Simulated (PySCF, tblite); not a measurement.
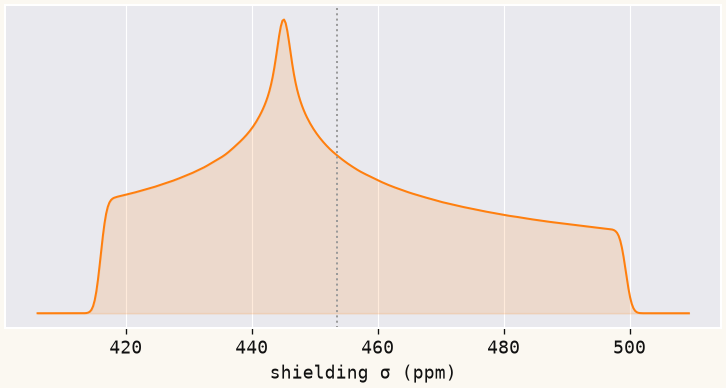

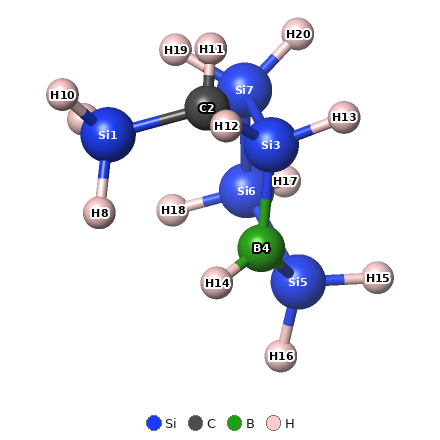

Static powder pattern (²⁹Si) from GIAO shielding tensors of CH₁₃BSi₅, SMILES [SiH3]C[Si@H]1B[SiH2][SiH2][SiH2]1, PBE0/pcSseg-1 with PySCF 2.14.0, at a GFN2-xTB geometry (a minimum by its frequencies); absolute shielding, one fixed geometry of the isolated molecule without any motion, no dipolar terms. The dotted line is the isotropic value; skew is 3(σiso − σ22)/span.

The pattern belongs to Si5. Give the principal values, span and skew.

Si5: σ11, σ22, σ33 = 416, 445, 499 ppm, isotropic 453, span 83 ppm, skew 0.30.

Known limits of this run: the tight-binding geometry is rougher than a DFT one and adds to the error; one conformer of a flexible molecule.
